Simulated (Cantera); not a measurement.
Input: 1 mol Si, a varied amount of Cl2, 72 mol N2, held at 948 K and 1.00 bar.

Method: chemical equilibrium by Gibbs-energy minimisation in Cantera with the NASA 1993 tables (ideal gas, pure condensed phases). Candidate condensed phases: Si, Si3N4; 13 gas species. N2 is the only nitrogen source here; it is nearly inert below about 1500 K, so the nitride shown seldom forms there in practice. The numbers say what is thermodynamically allowed, not how fast it happens.

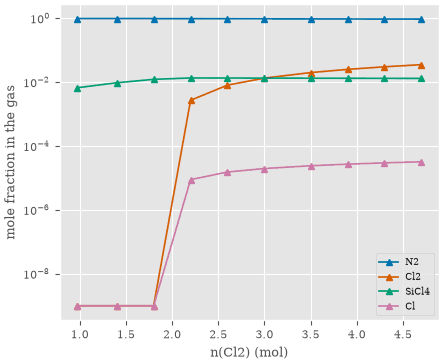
Fig. 1. Equilibrium gas composition (values under 1e-9 drawn at 1e-9)

From 0.97 mol Cl2 to 1.8 mol Cl2 the condensed part is Si3N4(s). From 2.2 mol Cl2 to 4.7 mol Cl2 nothing is condensed. The main Si-bearing gas is SiCl4 throughout.
